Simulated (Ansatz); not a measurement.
# CHAlCl (doublet): correlated methods under varied settings

Aim: run CHAlCl (doublet) at one geometry under a spread of methods and options, and see what each costs and gives.

The runs use Ansatz 0.2.0, Gaussian basis; the settings change from run to run.

23 further runs of the same task are left out: 7 that didn't finish, 16 set aside as unsound or not needed.

## Step 1: What is computed

The geometry is a PBE0/def2-TZVP stationary point (not a proven minimum).

4 atoms, charge 0, spin multiplicity 2.

Atoms are counted from 1 here; the program's logs count them from 0.

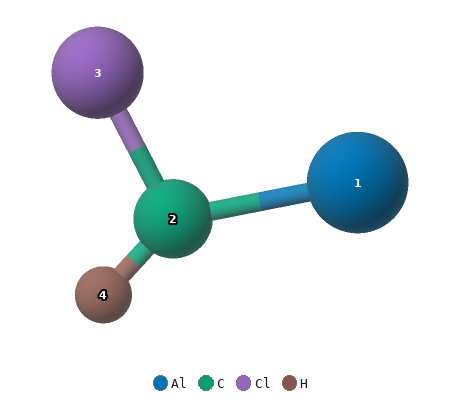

The structure; aluminium blue, carbon teal, chlorine purple, hydrogen brown; atoms are numbered from 1 in the order of the file.

## Step 2: HF/6-31G*

in.yaml

```yaml
crystal:
  periodic: [false, false, false]
  atoms:
    - {symbol: Al, position_ang: [0.000000, -0.193934, 1.685466]}
    - {symbol: C, position_ang: [0.000000, 0.906488, 0.037552]}
    - {symbol: Cl, position_ang: [0.000000, -0.214382, -1.285968]}
    - {symbol: H, position_ang: [0.000000, 1.930244, -0.333401]}
basis:
  gaussian: {orbitals: "6-31G*"}
magnetization: {spin_polarized: false, initial_magnetization: 1}
hamiltonian: {xc: hf, pseudopotentials: {relativity: none}}
output: {orbitals: {seedname: orbitals}}
```

On the command line:

```console
$ ansatz run in.yaml --threads 1 --pin off --events-out ev --progress --plain --max-ram 2393MiB
```

Standard output:

```text
Functional definition: HF
  name "HF"
  cite "Fock, Z. Phys. 61, 126 (1930) doi:10.1007/BF01340294"
  parent pbe
  exchange = exact_x
  correlation = 0
507 factors; integrals over basis functions are off by at most 7.7e-4 eV
mean field evaluation 1: about -20129.1469 eV, gradient 1.2e1 eV
mean field evaluation 2: about -20129.1870 eV, gradient 1.2e1 eV
mean field evaluation 4: about -20130.0133 eV, gradient 2.3e0 eV
mean field evaluation 8: about -20130.0431 eV, gradient 2.1e-1 eV
mean field evaluation 16: about -20052.3721 eV, gradient 1.2e2 eV
mean field evaluation 32: about -20127.7034 eV, gradient 1.0e0 eV
mean field -20130.04340615 eV, -739.7654505424 hartree, gradient 1.9e-5 eV, S^2 0.750000; 0 other end points of the search recorded, 0 dependent functions left out
reference -20130.04340615 eV, -739.7654505424 hartree; 19, 18 occupied and 36, 37 virtual orbitals, 507 factors
Total energy: -20130.04340615 eV, -739.7654505424 hartree
```

It took 0.51 s on 1 thread of Arm Neoverse V1, shared host.

## Step 3: CASCI(1,6)/6-31G

in.yaml: that of step 2 with these lines changed.

```diff
@@ -8,5 +8,5 @@
 basis:
-  gaussian: {orbitals: "6-31G*"}
+  gaussian: {orbitals: 6-31G}
 magnetization: {spin_polarized: false, initial_magnetization: 1}
-hamiltonian: {xc: hf, pseudopotentials: {relativity: none}}
-output: {orbitals: {seedname: orbitals}}
+correlation: {active_space: {window: {electrons: 1, orbitals: 6}, fixed_orbitals: true}}
+output: {forces: true}
```

The command is unchanged.

Standard output (excerpt; [...] marks lines left out):

```text
Functional definition: HF
  name "HF"
  cite "Fock, Z. Phys. 61, 126 (1930) doi:10.1007/BF01340294"
  parent pbe
[...]
440 factors; integrals over basis functions are off by at most 2.5e-4 eV
[...]
mean field -20128.72076948 eV, -739.7168445414 hartree, gradient 2.7e-6 eV, S^2 0.750000; 4 other end points of the search recorded, 0 dependent functions left out
reference -20128.72076948 eV, -739.7168445414 hartree; 19, 18 occupied and 18, 19 virtual orbitals, 440 factors
state -20128.72076948 eV, -739.7168445414 hartree
[...]
Total energy: -20128.72076948 eV, -739.7168445414 hartree
Atom 0 at     0.000000    -0.193934     1.685466 Å, force     0.000000    -0.135095     0.809817 eV/Å
Atom 1 at     0.000000     0.906488     0.037552 Å, force    -0.000000     2.329027     1.247829 eV/Å
Atom 2 at     0.000000    -0.214382    -1.285968 Å, force    -0.000000    -1.754831    -2.452867 eV/Å
Atom 3 at     0.000000     1.930244    -0.333401 Å, force     0.000000    -0.439100     0.395221 eV/Å
Dipole moment:    -0.000000     0.349723     0.232489 e Å
```

It took 0.9 s on 1 thread of Arm Neoverse V1, shared host.

From the report: 2 determinants; active occupations 1.00, 0.00, 0.00, 0.00, 0.00, 0.00. With so small a space the active step adds no correlation: the energy is the mean field's.

## Step 4: CCSD on UHF/6-31G*

in.yaml

```yaml
crystal:
  periodic: [false, false, false]
  atoms:
    - {symbol: Al, position_ang: [0.000000, -0.193934, 1.685466]}
    - {symbol: C, position_ang: [0.000000, 0.906488, 0.037552]}
    - {symbol: Cl, position_ang: [0.000000, -0.214382, -1.285968]}
    - {symbol: H, position_ang: [0.000000, 1.930244, -0.333401]}
basis:
  gaussian: {orbitals: "6-31G*", point_charges: [{charge: -0.50, position_ang: [3.819, -0.368, 0.945]}]}
magnetization: {spin_polarized: true, initial_magnetization: 1}
correlation: {method: ccsd, electrons: valence}
```

Same command.

Standard output (excerpt; [...] marks lines left out):

```text
Functional definition: HF
  name "HF"
  cite "Fock, Z. Phys. 61, 126 (1930) doi:10.1007/BF01340294"
  parent pbe
[...]
507 factors; integrals over basis functions are off by at most 7.7e-4 eV
[...]
mean field -20130.29788674 eV, -739.7748025316 hartree, gradient 2.5e-6 eV, S^2 0.791610; 13 other end points of the search recorded, 0 dependent functions left out
determinant -20130.29788674 eV, -739.7748025316 hartree, with singles and doubles -20138.86490025 eV, -740.0896344713 hartree
determinant -20128.66979377 eV, -739.7149712188 hartree, with singles and doubles -20136.94790508 eV, -740.0191861982 hartree
determinant -20128.51755908 eV, -739.7093766969 hartree, with singles and doubles -20136.40909026 eV, -739.9993851188 hartree
determinant -20128.25373010 eV, -739.6996811608 hartree, with singles and doubles -20137.24176704 eV, -740.0299854262 hartree
determinant -20128.14785817 eV, -739.6957904390 hartree, with singles and doubles -20136.91813654 eV, -740.0180922246 hartree
determinant -20127.91175307 eV, -739.6871137368 hartree, with singles and doubles -20137.03570787 eV, -740.0224128911 hartree
determinant -20127.57870472 eV, -739.6748744357 hartree, with singles and doubles -20135.99509263 eV, -739.9841709865 hartree
determinant -20127.29629231 eV, -739.6644959710 hartree, with singles and doubles -20135.88091536 eV, -739.9799750492 hartree
11 core orbitals not correlated: weight in the atoms' cores, before any rotation towards them, 1.000 or more for the frozen orbitals, at most 0.000 for the correlated occupied ones
reference -20130.29788674 eV, -739.7748025316 hartree; 8, 7 occupied and 36, 37 virtual orbitals, 507 factors
second order -7.51331506 eV of doubles, -0.00000000 eV of singles
cycle   1  -8.56830630 eV  change   -1.3e-3 eV  update   2.4e-3
[...]
cycle   9  -8.56940818 eV  change    9.5e-6 eV  update   1.5e-5
Total energy: -20138.86729491 eV, -740.0897224735 hartree
```

Run time: 10 s. Hardware: 1 thread of Arm Neoverse V1, shared host.

From the report: ⟨S²⟩ of the determinant 0.792 (pure doublet: 0.75); correlation -8.5694 eV; T1 0.026; largest double amplitude 0.10.

## Step 5: CCSD on ROHF/STO-3G

in.yaml

```yaml
crystal:
  periodic: [false, false, false]
  atoms:
    - {symbol: Al, position_ang: [0.000000, -0.193934, 1.685466]}
    - {symbol: C, position_ang: [0.000000, 0.906488, 0.037552]}
    - {symbol: Cl, position_ang: [0.000000, -0.214382, -1.285968]}
    - {symbol: H, position_ang: [0.000000, 1.930244, -0.333401]}
basis:
  gaussian: {orbitals: STO-3G}
magnetization: {spin_polarized: false, initial_magnetization: 1}
correlation: {method: ccsd, electrons: outside_noble_gas}
```

Same command.

Standard output (excerpt; [...] marks lines left out):

```text
Functional definition: HF
  name "HF"
  cite "Fock, Z. Phys. 61, 126 (1930) doi:10.1007/BF01340294"
  parent pbe
[...]
272 factors; integrals over basis functions are off by at most 6.4e-5 eV
[...]
mean field -19904.86930718 eV, -731.4904550339 hartree, gradient 4.9e-7 eV, S^2 0.750000; 3 other end points of the search recorded, 0 dependent functions left out
[...]
determinant -19904.86930718 eV, -731.4904550339 hartree, with singles and doubles -19907.40994278 eV, -731.5838216700 hartree
determinant -19901.38967728 eV, -731.3625809935 hartree, with singles and doubles -19904.75422718 eV, -731.4862259220 hartree
11 core orbitals not correlated: weight in the atoms' cores, before any rotation towards them, 1.000 or more for the frozen orbitals, at most 0.000 for the correlated occupied ones
reference -19904.86930718 eV, -731.4904550339 hartree; 8, 7 occupied and 5, 6 virtual orbitals, 272 factors
second order -1.70149924 eV of doubles, -0.04867093 eV of singles
cycle   1  -2.54086400 eV  change   -2.3e-4 eV  update   4.5e-4
[...]
cycle   8  -2.54123422 eV  change    8.8e-6 eV  update   2.7e-6
Total energy: -19907.41054140 eV, -731.5838436688 hartree
```

Run time: 0.57 s. Hardware: 1 thread of Arm Neoverse V1, shared host.

From the report: correlation -2.5412 eV; T1 0.016; largest double amplitude 0.10.

## Step 6: CISDT/STO-3G

in.yaml: that of step 5 with these lines changed.

```diff
@@ -10,2 +10,4 @@
 magnetization: {spin_polarized: false, initial_magnetization: 1}
-correlation: {method: ccsd, electrons: outside_noble_gas}
+hamiltonian: {pseudopotentials: {relativity: none}}
+correlation: {active_space: {ras: {orbitals: [7, 1, 5], electrons: 15, max_holes: 3, max_particles: 3}, fixed_orbitals: true}}
+output: {forces: true}
```

Same command.

Standard output (excerpt; [...] marks lines left out):

```text
Functional definition: HF
  name "HF"
  cite "Fock, Z. Phys. 61, 126 (1930) doi:10.1007/BF01340294"
  parent pbe
[...]
272 factors; integrals over basis functions are off by at most 6.4e-5 eV
[...]
mean field -19904.86930718 eV, -731.4904550339 hartree, gradient 4.9e-7 eV, S^2 0.750000; 3 other end points of the search recorded, 0 dependent functions left out
reference -19904.86930718 eV, -731.4904550339 hartree; 19, 18 occupied and 5, 6 virtual orbitals, 272 factors
state -19907.34331557 eV, -731.5813731654 hartree
[...]
Total energy: -19907.34331557 eV, -731.5813731654 hartree
Atom 0 at     0.000000    -0.193934     1.685466 Å, force     0.000000     0.118402     0.245463 eV/Å
Atom 1 at     0.000000     0.906488     0.037552 Å, force    -0.000000     1.075608     3.168736 eV/Å
Atom 2 at     0.000000    -0.214382    -1.285968 Å, force     0.000000    -2.171113    -3.017592 eV/Å
Atom 3 at     0.000000     1.930244    -0.333401 Å, force    -0.000000     0.977103    -0.396606 eV/Å
Dipole moment:    -0.000000     0.043631     0.676702 e Å
```

Run time: 1.3 s. Hardware: 1 thread of Arm Neoverse V1, shared host.

From the report: 19,430 determinants.

## Step 7: MP2 on UHF/cc-pVDZ

in.yaml

```yaml
crystal:
  periodic: [false, false, false]
  atoms:
    - {symbol: Al, position_ang: [0.000000, -0.193934, 1.685466]}
    - {symbol: C, position_ang: [0.000000, 0.906488, 0.037552]}
    - {symbol: Cl, position_ang: [0.000000, -0.214382, -1.285968]}
    - {symbol: H, position_ang: [0.000000, 1.930244, -0.333401]}
basis:
  gaussian: {orbitals: cc-pVDZ}
magnetization: {spin_polarized: true, initial_magnetization: 1}
correlation: {method: mp2, electrons: valence}
accuracy: high
output: {forces: true}
```

The command is unchanged.

Standard output (excerpt; [...] marks lines left out):

```text
Functional definition: HF
  name "HF"
  cite "Fock, Z. Phys. 61, 126 (1930) doi:10.1007/BF01340294"
  parent pbe
[...]
1213 factors; integrals over basis functions are off by at most 3.9e-9 eV
[...]
mean field -20131.22347564 eV, -739.8088172964 hartree, gradient 2.5e-8 eV, S^2 0.797587; 5 other end points of the search recorded, 0 dependent functions left out
11 core orbitals not correlated: weight in the atoms' cores, before any rotation towards them, 1.000 or more for the frozen orbitals, at most 0.000 for the correlated occupied ones
reference -20131.22347564 eV, -739.8088172964 hartree; 8, 7 occupied and 36, 37 virtual orbitals, 1213 factors
second order -7.92474260 eV of doubles, -0.00000000 eV of singles
[...]
Total energy: -20139.14821824 eV, -740.1000462153 hartree
Atom 0 at     0.000000    -0.193934     1.685466 Å, force    -0.000000    -0.334815     0.416218 eV/Å
Atom 1 at     0.000000     0.906488     0.037552 Å, force    -0.000000     0.410998     0.184636 eV/Å
Atom 2 at     0.000000    -0.214382    -1.285968 Å, force     0.000000    -0.454096    -0.457988 eV/Å
Atom 3 at     0.000000     1.930244    -0.333401 Å, force    -0.000000     0.377912    -0.142865 eV/Å
Dipole moment:    -0.000000     0.293873     0.005167 e Å
```

Wall time 6 s (1 thread of Arm Neoverse V1, shared host).

From the report: ⟨S²⟩ of the determinant 0.798 (pure doublet: 0.75).

## Step 8: BCCD(T) on ROHF/cc-pVDZ

in.yaml: that of step 7 with these lines changed.

```diff
@@ -9,5 +9,4 @@
   gaussian: {orbitals: cc-pVDZ}
-magnetization: {spin_polarized: true, initial_magnetization: 1}
-correlation: {method: mp2, electrons: valence}
-accuracy: high
+magnetization: {spin_polarized: false, initial_magnetization: 1}
+correlation: {method: bccd_t, electrons: valence, diis_vectors: 4}
 output: {forces: true}
```

Same command.

Standard output (excerpt; [...] marks lines left out):

```text
Functional definition: HF
  name "HF"
  cite "Fock, Z. Phys. 61, 126 (1930) doi:10.1007/BF01340294"
  parent pbe
[...]
555 factors; integrals over basis functions are off by at most 1.2e-3 eV
[...]
mean field -20131.10158206 eV, -739.8043377900 hartree, gradient 1.3e-6 eV, S^2 0.750000; 4 other end points of the search recorded, 0 dependent functions left out
[...]
determinant -20131.10158206 eV, -739.8043377900 hartree, with singles and doubles -20140.22639018 eV, -740.1396683033 hartree
determinant -20128.91641954 eV, -739.7240345485 hartree, with singles and doubles -20138.54991386 eV, -740.0780589350 hartree
11 core orbitals not correlated: weight in the atoms' cores, before any rotation towards them, 1.000 or more for the frozen orbitals, at most 0.000 for the correlated occupied ones
reference -20131.10158206 eV, -739.8043377900 hartree; 8, 7 occupied and 36, 37 virtual orbitals, 555 factors
second order -8.01904408 eV of doubles, -0.07032800 eV of singles
cycle   1  -9.11194653 eV  change    1.3e-2 eV  update   8.6e-3
[...]
cycle  14  -9.10926535 eV  change   -5.9e-8 eV  update   7.2e-7
perturbative correction -0.28307763 eV, -0.0104029109 hartree
[...]
Total energy: -20140.49392504 eV, -740.1495000281 hartree
Atom 0 at     0.000000    -0.193934     1.685466 Å, force    -0.000000    -0.207366     0.442275 eV/Å
Atom 1 at     0.000000     0.906488     0.037552 Å, force     0.000000     0.275689     0.463289 eV/Å
Atom 2 at     0.000000    -0.214382    -1.285968 Å, force     0.000000    -0.577195    -0.768063 eV/Å
Atom 3 at     0.000000     1.930244    -0.333401 Å, force    -0.000000     0.508872    -0.137501 eV/Å
Dipole moment:     0.000000     0.231498     0.036926 e Å
```

Run time: 14 s. Hardware: 1 thread of Arm Neoverse V1, shared host.

From the report: correlation -9.3923 eV; largest double amplitude 0.10.

## Step 9: HF/cc-pVDZ

in.yaml: that of step 8 with these lines changed.

```diff
@@ -10,3 +10,4 @@
 magnetization: {spin_polarized: false, initial_magnetization: 1}
-correlation: {method: bccd_t, electrons: valence, diis_vectors: 4}
-output: {forces: true}
+hamiltonian: {xc: hf, pseudopotentials: {relativity: scalar}}
+accuracy: high
+output: {forces: true, orbitals: {seedname: orbitals}}
```

The command is unchanged.

Standard output (excerpt; [...] marks lines left out):

```text
Functional definition: HF
  name "HF"
  cite "Fock, Z. Phys. 61, 126 (1930) doi:10.1007/BF01340294"
  parent pbe
[...]
1213 factors; integrals over basis functions are off by at most 3.9e-9 eV
[...]
mean field -20176.06388945 eV, -741.4566721100 hartree, gradient 1.0e-8 eV, S^2 0.750000; 0 other end points of the search recorded, 0 dependent functions left out
[...]
reference -20176.06388945 eV, -741.4566721100 hartree; 19, 18 occupied and 36, 37 virtual orbitals, 1213 factors
Total energy: -20176.06388945 eV, -741.4566721100 hartree
Relativity: scalar
Atom 0 at     0.000000    -0.193934     1.685466 Å, force     0.000000    -0.130991     0.449603 eV/Å
Atom 1 at     0.000000     0.906488     0.037552 Å, force     0.000000     0.831555     0.357323 eV/Å
Atom 2 at     0.000000    -0.214382    -1.285968 Å, force    -0.000000    -0.593004    -0.899802 eV/Å
Atom 3 at     0.000000     1.930244    -0.333401 Å, force    -0.000000    -0.107560     0.092876 eV/Å
Dipole moment:    -0.000000     0.296901     0.129496 e Å
```

Run time: 2.2 s. Hardware: 1 thread of Arm Neoverse V1, shared host.

## Step 10: MP2 on ROHF/cc-pVDZ

in.yaml: that of step 9 with these lines changed.

```diff
@@ -10,4 +10,3 @@
 magnetization: {spin_polarized: false, initial_magnetization: 1}
-hamiltonian: {xc: hf, pseudopotentials: {relativity: scalar}}
-accuracy: high
-output: {forces: true, orbitals: {seedname: orbitals}}
+correlation: {method: mp2, electrons: valence}
+scf: {lower_state_search: light}
```

Launched as before.

Standard output (excerpt; [...] marks lines left out):

```text
Functional definition: HF
  name "HF"
  cite "Fock, Z. Phys. 61, 126 (1930) doi:10.1007/BF01340294"
  parent pbe
[...]
555 factors; integrals over basis functions are off by at most 1.2e-3 eV
[...]
mean field -20131.10158206 eV, -739.8043377900 hartree, gradient 1.3e-6 eV, S^2 0.750000; 4 other end points of the search recorded, 0 dependent functions left out
[...]
11 core orbitals not correlated: weight in the atoms' cores, before any rotation towards them, 1.000 or more for the frozen orbitals, at most 0.000 for the correlated occupied ones
reference -20131.10158206 eV, -739.8043377900 hartree; 8, 7 occupied and 36, 37 virtual orbitals, 555 factors
second order -8.01904408 eV of doubles, -0.07032800 eV of singles
Total energy: -20139.19095414 eV, -740.1016167309 hartree
```

Wall time 2.7 s (1 thread of Arm Neoverse V1, shared host).

## Step 11: The runs in one table

Where basis and cores are those of an earlier UCCSDT(Q)/cc-pVDZ run (-20140.5426 eV), and the state is the same kind, the miss against it is given.

| level | correlated | functions | energy (eV) | from UCCSDT(Q) (meV) | time |
| --- | --- | --- | --- | --- | --- |
| HF/6-31G* |  | 55 | -20130.0434 |  | 0.51 s |
| CASCI(1,6)/6-31G |  | 37 | -20128.7208 |  | 0.9 s |
| CCSD on UHF/6-31G* (beside a point charge) | valence | 55 | -20138.8673 |  | 10 s |
| CCSD on ROHF/STO-3G | outside noble gas | 24 | -19907.4105 |  | 0.57 s |
| CISDT/STO-3G | outside noble gas | 24 | -19907.3433 |  | 1.3 s |
| MP2 on UHF/cc-pVDZ | valence | 55 | -20139.1482 | 1394.4 | 6 s |
| BCCD(T) on ROHF/cc-pVDZ | valence | 55 | -20140.4939 | 48.7 | 14 s |
| HF/cc-pVDZ (relativity set) |  | 55 | -20176.0639 |  | 2.2 s |
| MP2 on ROHF/cc-pVDZ | valence | 55 | -20139.1910 | 1351.7 | 2.7 s |

## Step 12: Summary of results

| quantity | value |
| --- | --- |
| runs | 9 |
| quickest | HF/6-31G*, 0.51 s |
| slowest | BCCD(T) on ROHF/cc-pVDZ, 14 s |

In words: Total energies in different bases, with other cores or another treatment of relativity can't be set against each other. BCCD(T) on ROHF/cc-pVDZ took 27 times as long as HF/6-31G*; the jobs differ in more than the method. Among the correlated runs with a miss given, it spans +49 to +1394 meV.
